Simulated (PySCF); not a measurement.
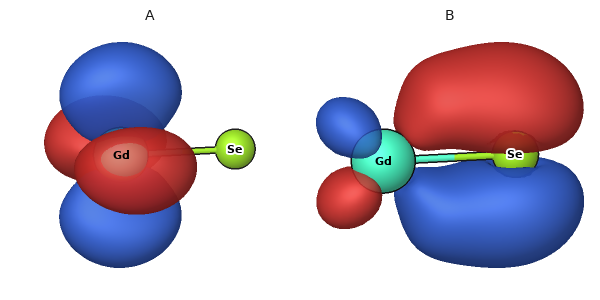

*GdSe (multiplicity 9). Two frontier α-spin orbitals, each drawn at the value that holds 80 % of its norm (blue and red are the two phases), in no order; of a degenerate pair one member is drawn.*

Method: PBE0/x2c-SVPall, spin-free X2C-1e, Gaussian nucleus, at a bond length of 2.430 Å in PySCF 2.14.0.

> Label each orbital by symmetry, say whether it is occupied, and order them by energy.

Orbital B: π, occupied in this spin, −5.97 eV; mainly on Se (75 %).
Orbital A: δ, empty in this spin, −2.07 eV; mainly on Gd (95 %).
